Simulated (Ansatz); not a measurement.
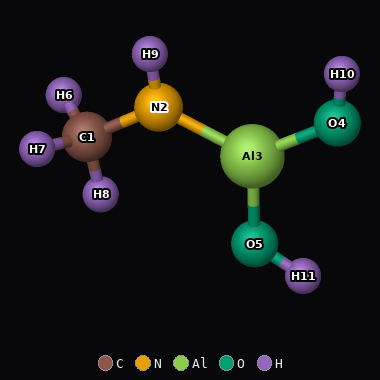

The system is CH6AlNO2, SMILES C[NH][Al]([OH])[OH]; the picture shows the reference structure. Coordinates scanned: (1) bond length N2–Al3; (2) dihedral C1–N2–Al3–O4. Nothing is relaxed (all other coordinates rigid). The scan uses an 11 × 10 grid. Points are written as (first, second). All energies are given in eV relative to the relaxed molecule at the same level. These are results of Ansatz, RKS SPW92 (LDA)/def2-TZVP, not measurements.

Its coordinates:

```xyz
11

C    -0.7526   -0.5733    1.4848
N     0.3191   -0.6162    0.5222
Al    0.4065    0.3932   -0.9120
O     1.6484    0.3642   -2.0587
O    -0.8835    1.4652   -1.1149
H    -0.4070   -0.2946    2.4991
H    -1.2920   -1.5366    1.5692
H    -1.4924    0.1844    1.1770
H     1.0386   -1.2992    0.7509
H     2.4229   -0.2131   -2.0291
H    -0.9427    2.0690   -1.8681
```

Range: bond length N2–Al3 from 1.510 to 2.458 Å; dihedral C1–N2–Al3–O4 from −180 to 144°.

### What landscape does the calculation give?

The lowest grid point is at (1.795 Å, −180°), 0.018 eV from the relaxed molecule at the same level. There is a further well near (1.795 Å, 0°) (0.016 eV above the lowest at that grid point). The highest grid point, (2.458 Å, −72°), lies 2.54 eV above the lowest. On the interpolated surface the easiest way out of the lowest well to the well at about (1.75 Å, 0°) passes a barrier of about 0.34 eV, counted from the interpolated bottom of the well. Round the minimum the two coordinates are nearly uncoupled.

| dihedral C1–N2–Al3–O4 ↓, bond length N2–Al3 → | 1.510 | 1.605 | 1.700 | 1.795 | 1.889 | 1.984 | 2.079 | 2.174 | 2.269 | 2.364 | 2.458 |
| --- | --- | --- | --- | --- | --- | --- | --- | --- | --- | --- | --- |
| 144 | 1.32 | 0.51 | 0.17 | 0.13 | 0.29 | 0.56 | 0.91 | 1.29 | 1.68 | 2.08 | 2.46 |
| 108 | 1.56 | 0.73 | 0.37 | 0.32 | 0.45 | 0.71 | 1.04 | 1.41 | 1.79 | 2.18 | 2.55 |
| 72 | 1.56 | 0.73 | 0.37 | 0.32 | 0.46 | 0.71 | 1.04 | 1.41 | 1.80 | 2.18 | 2.55 |
| 36 | 1.33 | 0.52 | 0.17 | 0.14 | 0.29 | 0.57 | 0.91 | 1.29 | 1.69 | 2.09 | 2.47 |
| 0 | 1.20 | 0.39 | 0.06 | 0.03 | 0.20 | 0.48 | 0.84 | 1.23 | 1.63 | 2.03 | 2.42 |
| −36 | 1.33 | 0.52 | 0.18 | 0.14 | 0.29 | 0.57 | 0.91 | 1.29 | 1.69 | 2.09 | 2.47 |
| −72 | 1.56 | 0.73 | 0.37 | 0.32 | 0.46 | 0.71 | 1.04 | 1.41 | 1.80 | 2.18 | 2.55 |
| −108 | 1.56 | 0.73 | 0.37 | 0.32 | 0.45 | 0.71 | 1.04 | 1.41 | 1.79 | 2.18 | 2.55 |
| −144 | 1.32 | 0.51 | 0.17 | 0.13 | 0.28 | 0.56 | 0.91 | 1.29 | 1.68 | 2.08 | 2.46 |
| −180 | 1.18 | 0.37 | 0.04 | 0.02 | 0.18 | 0.47 | 0.82 | 1.21 | 1.62 | 2.02 | 2.41 |

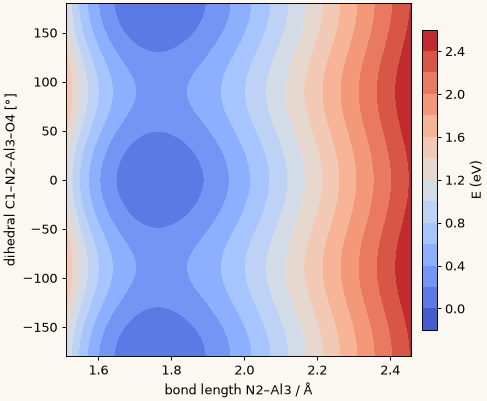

In the figure: filled contours. Between grid points the surface is interpolated.

The whole map (110 points run) took 8.6 min on 1 thread of Arm Neoverse V2 (shared host).
